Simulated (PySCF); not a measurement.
**One shape, several levels: CHClGeNO (SMILES O=C=[N][GeH][Cl])**

Wanted: a comparison of 5 runs (UHF/def2-SVP, UPBE/6-31G*, UPBE0/def2-SVP, UB3LYP/6-31G*, UB2PLYP/def2-TZVP) of CHClGeNO. Input form: a Python script.

Program for the calculation: PySCF 2.14.0.

## 1. The molecule

The species is CHClGeNO (6 atoms), meant as a doublet with charge 0. SMILES: `O=C=[N][GeH][Cl]`. Geometry: relaxed at PBE0-D4/def2-TZVP. This is one conformer, not always the lowest.

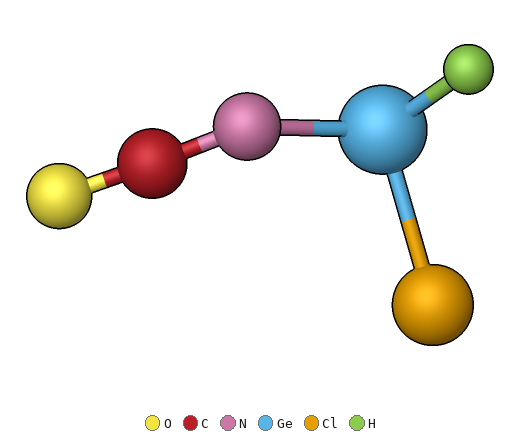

The structure, seen from a chosen angle (oxygen yellow, carbon red, nitrogen pink, germanium blue, chlorine amber, hydrogen green).

## 2. Energy and gradient at UHF/def2-SVP (run 1)

input.py

```python
# O=C=[N][GeH][Cl]
import pyscf.grad
from pyscf import gto

system = gto.M(
    atom='''
O      0.045542    -3.055876    -4.242624
C     -0.459014    -1.927521    -2.427731
N     -1.086970    -0.858503    -0.515895
Ge    -0.289695     2.016905     1.230401
Cl     3.679108     1.844751     2.140682
H     -1.809791     1.859302     3.727863
''',
    basis='def2-svp',
    unit='bohr',
    charge=0,
    verbose=4,
    spin=1,
    max_memory=1860,
)

mf = system.UHF()
mf.conv_tol = 1e-10
mf.kernel()
if not mf.converged:
    mf = mf.newton().run(mf.mo_coeff, mf.mo_occ)

e_final = mf.e_tot
print('E = %.10f Eh' % e_final)
grad = mf.Gradients().kernel()
dip = mf.dip_moment()
pop, q = mf.mulliken_pop()
```

Launch:

```
$ OMP_NUM_THREADS=1 python input.py
```

Standard output:

```text
PySCF version 2.14.0

[... 110 lines left out ...]
converged SCF energy = -2702.13737677212  <S^2> = 0.75637462  2S+1 = 2.0063645
[... 2 lines left out ...]
******** <class 'pyscf.grad.uhf.Gradients'> for <class 'pyscf.scf.uhf.UHF'> ********
unit = Eh/Bohr
--------------- UHF gradients ---------------
         x                y                z
0 O     0.0092265454    -0.0239228912    -0.0364254185
1 C     0.0010684812     0.0151428579     0.0135263979
2 N    -0.0117963920     0.0078539202     0.0261230360
3 Ge     0.0084903803     0.0038735352    -0.0084345615
4 Cl    -0.0041466935    -0.0006508583    -0.0002604748
5 H    -0.0028423214    -0.0022965637     0.0054710209
----------------------------------------------
Dipole moment(X, Y, Z, Debye): -1.51187,  2.14339,  0.99129
 ** Mulliken pop       alpha | beta **
pop of  0 O 1s        0.99530 | 0.99530
pop of  0 O 2s        0.54623 | 0.54428
pop of  0 O 3s        0.32734 | 0.32812
[... 94 lines of this table left out ...]
In total            36.00000 | 35.00000
 ** Mulliken atomic charges   ( Nelec_alpha | Nelec_beta ) **
charge of  0O =     -0.28797  (     4.15735      4.13061 )
charge of  1C =      0.49631  (     2.75826      2.74544 )
charge of  2N =     -0.62448  (     3.81805      3.80643 )
charge of  3Ge =      0.84686  (    15.95087     15.20227 )
charge of  4Cl =     -0.34081  (     8.70601      8.63480 )
charge of  5H =     -0.08991  (     0.60946      0.48046 )
```

Wall time 5.7 s (1 thread of AMD EPYC 9R45 (Zen 5), shared host); peak memory 0.2 GiB.

## 3. Energy and forces at UPBE/6-31G(d) (spherical functions) (run 2)

geometry.xyz

```xyz
6
CHClGeNO
O      0.024100    -1.617100    -2.245100
C     -0.242900    -1.020000    -1.284700
N     -0.575200    -0.454300    -0.273000
Ge    -0.153300     1.067300     0.651100
Cl     1.946900     0.976200     1.132800
H     -0.957700     0.983900     1.972700
```

run.py

```python
import pyscf.grad
from pyscf import gto, dft

mol = gto.M(
    atom='geometry.xyz',
    max_memory=1860,
    spin=1,
    verbose=4,
    basis='6-31g*',
)

ks = dft.UKS(mol)
ks.xc = 'pbe'
ks.grids.level = 5
ks.conv_tol = 1e-10
ks.kernel()
if not ks.converged:
    ks = ks.newton().run(ks.mo_coeff, ks.mo_occ)

etot = ks.e_tot
print('E = %.10f Eh' % etot)
grad = ks.Gradients().kernel()
dip = ks.dip_moment()
pop, q = ks.mulliken_pop()
```

Launch:

```
$ OMP_NUM_THREADS=1 python run.py
```

Standard output:

```text
PySCF version 2.14.0

[... 115 lines left out ...]
converged SCF energy = -2704.92639563902  <S^2> = 0.7514896  2S+1 = 2.001489
[... 2 lines left out ...]
******** <class 'pyscf.grad.uks.Gradients'> for <class 'pyscf.dft.uks.UKS'> ********
unit = Eh/Bohr
grid_response = False
--------------- UKS gradients ---------------
         x                y                z
0 O    -0.0108141000     0.0259265355     0.0407896974
1 C    -0.0000187008    -0.0071439895    -0.0071852002
2 N     0.0134494411    -0.0102292699    -0.0291984336
3 Ge     0.0062965746    -0.0109263746     0.0058279476
4 Cl    -0.0121157640     0.0006184739    -0.0038200863
5 H     0.0032021934     0.0017590645    -0.0064053355
----------------------------------------------
Dipole moment(X, Y, Z, Debye): -1.37852,  1.15903,  0.74805
 ** Mulliken pop       alpha | beta **
pop of  0 O 1s        0.99866 | 0.99866
pop of  0 O 2s        0.46846 | 0.46743
pop of  0 O 3s        0.45297 | 0.45325
[... 91 lines of this table left out ...]
In total            36.00000 | 35.00000
 ** Mulliken atomic charges   ( Nelec_alpha | Nelec_beta ) **
charge of  0O =     -0.28439  (     4.16555      4.11884 )
charge of  1C =      0.51375  (     2.75517      2.73107 )
charge of  2N =     -0.34945  (     3.70166      3.64780 )
charge of  3Ge =      0.16890  (    16.23629     15.59481 )
charge of  4Cl =     -0.13401  (     8.61794      8.51607 )
charge of  5H =      0.08519  (     0.52339      0.39142 )
```

It took 24 s on 1 thread of AMD EPYC 9R45 (Zen 5), shared host; peak memory 0.98 GiB.

Runs 3 to 4 aren't shown in full; the table further down has their settings and results.

## 4. A single-point energy at UB2PLYP/def2-TZVP (run 5)

run.py

```python
from pyscf import gto, dft, mp

mol = gto.Mole()
mol.atom = '''
O      0.024100    -1.617100    -2.245100
C     -0.242900    -1.020000    -1.284700
N     -0.575200    -0.454300    -0.273000
Ge    -0.153300     1.067300     0.651100
Cl     1.946900     0.976200     1.132800
H     -0.957700     0.983900     1.972700
'''
mol.verbose = 3
mol.max_memory = 1860
mol.spin = 1
mol.basis = 'def2-tzvp'
mol.build()

mf = dft.UKS(mol)
mf.xc = '0.53*HF + 0.47*B88, 0.73*LYP'
mf.grids.level = 5
mf.conv_tol = 1e-10
mf.kernel()
if not mf.converged:
    mf = mf.newton().run(mf.mo_coeff, mf.mo_occ)

pt = mp.MP2(mf, frozen=17).run()
e_tot = mf.e_tot + 0.27 * pt.e_corr
print('PT2 part  %.8f' % (0.27 * pt.e_corr))
print('Final energy', e_tot)
mf.analyze()
```

Launch:

```
$ OMP_NUM_THREADS=1 python run.py
```

Standard output:

```text
WARN: HOMO -0.164023781185236 >= LUMO -0.164023781185243

converged SCF energy = -2705.06854002054  <S^2> = 0.75503484  2S+1 = 2.0050285
E(UMP2) = -2706.26522023638  E_corr = -1.19668021583859
E(SCS-UMP2) = -2706.21354615296  E_corr = -1.14500613241711
PT2 part  -0.32310366
Final energy -2705.3916436788204
**** MO energy ****
                             alpha | beta                alpha | beta
MO #1   energy= -401.525278842064  | -401.523453020052  occ= 1 | 1
MO #2   energy= -102.913694127707  | -102.912453240961  occ= 1 | 1
MO #3   energy= -50.8244294757805  | -50.8231108766385  occ= 1 | 1
MO #4   energy= -45.1656078200543  | -45.1637473319041  occ= 1 | 1
MO #5   energy= -45.1641974770184  | -45.1630790337915  occ= 1 | 1
MO #6   energy= -45.1633697915211  | -45.1623242011346  occ= 1 | 1
MO #7   energy= -19.7879864396145  | -19.7867360681037  occ= 1 | 1
MO #8   energy= -14.870956950132   | -14.8693912250748  occ= 1 | 1
MO #9   energy= -10.7785137199889  | -10.7781823699947  occ= 1 | 1
MO #10  energy= -9.91980463646539  | -9.91867279708022  occ= 1 | 1
MO #11  energy= -7.55895500729467  | -7.55619056685326  occ= 1 | 1
MO #12  energy= -7.55457771995624  | -7.55326533283858  occ= 1 | 1
MO #13  energy= -7.55389947601393  | -7.55242047137276  occ= 1 | 1
MO #14  energy= -6.68455278857986  | -6.68056212879654  occ= 1 | 1
MO #15  energy= -4.77637269978051  | -4.77260330748016  occ= 1 | 1
MO #16  energy= -4.77353098988042  | -4.77052042194802  occ= 1 | 1
[... 160 lines of this table left out ...]
MO #177 energy= 7.45494467499934   | 7.45573564862005   occ= 0 | 0
MO #178 energy= 11.0082825502278   | 11.0110017942219   occ= 0 | 0
MO #179 energy= 11.0210656259159   | 11.0217926720868   occ= 0 | 0
MO #180 energy= 11.2891451255055   | 11.2918642648729   occ= 0 | 0
MO #181 energy= 24.2474715367362   | 24.247818677468    occ= 0 | 0
MO #182 energy= 25.2567838168202   | 25.2584293291308   occ= 0 | 0
MO #183 energy= 33.0779884231803   | 33.0792896701492   occ= 0 | 0
MO #184 energy= 44.7325659396475   | 44.7335083356701   occ= 0 | 0

To work with the spin densities directly, `use mulliken_meta_spin()` only printing them here.

 ** Mulliken spin pop alpha/beta on meta-lowdin orthogonal AOs **
 ** Mulliken Spin Density (per atom)  **
spin density of  0 O =      0.03433
spin density of  1 C =      0.01900
spin density of  2 N =      0.03495
spin density of  3 Ge =      0.71712
spin density of  4 Cl =      0.08929
spin density of  5 H =      0.10531
 ** Mulliken pop alpha/beta on meta-lowdin orthogonal AOs **
 ** Mulliken atomic charges   ( Nelec_alpha | Nelec_beta ) **
charge of  0O =     -0.37863  (     4.20648      4.17215 )
charge of  1C =      0.56365  (     2.72767      2.70867 )
charge of  2N =     -0.52863  (     3.78179      3.74684 )
charge of  3Ge =      0.70046  (    16.00833     15.29121 )
charge of  4Cl =     -0.30324  (     8.69626      8.60698 )
charge of  5H =     -0.05361  (     0.57946      0.47415 )
Dipole moment(X, Y, Z, Debye): -1.43226,  1.78625,  1.04461
```

It took 77 s on 1 thread of AMD EPYC 9R45 (Zen 5), shared host; peak memory 2.3 GiB.

## 5. The series

```csv
run,level,integration grid,Cartesian functions,energy (Eh),dipole moment (D),HOMO energy (eV),LUMO energy (eV),wall time
1,UHF/def2-SVP,–,no,-2702.137377,2.80,-9.92,-0.03,5.7 s
2,UPBE/6-31G* (spherical functions),5,no,-2704.926396,1.95,-5.72,-4.63,24 s
3,UPBE0/def2-SVP,5,no,-2704.790066,2.21,-6.91,-3.78,23 s
4,UB3LYP/6-31G* (Cartesian functions),5,yes,-2705.673958,2.21,-6.65,-4.17,26 s
5,UB2PLYP/def2-TZVP,5,no,-2705.391644,2.52,-8.04,-2.63,77 s
```

## 6. What came out

| quantity | value |
| --- | --- |
| run 5: total energy | -2705.39164 Eh |
| run 5: dipole moment (SCF part) | 2.52 D |
| run 5: HOMO energy (SCF part's orbitals) (highest over α and β) | -8.04 eV |
| run 5: LUMO energy (SCF part's orbitals) (lowest over α and β) | -2.63 eV |
| run 5: ⟨S²⟩ | 0.755 |

In words: The dipole moment (its size) runs from 1.95 D (UPBE/6-31G*) to 2.80 D (UHF/def2-SVP). The two ends differ in method and basis. Totals of different functionals can't be ranked against each other. All runs together took 2.6 min, the longest 77 s.
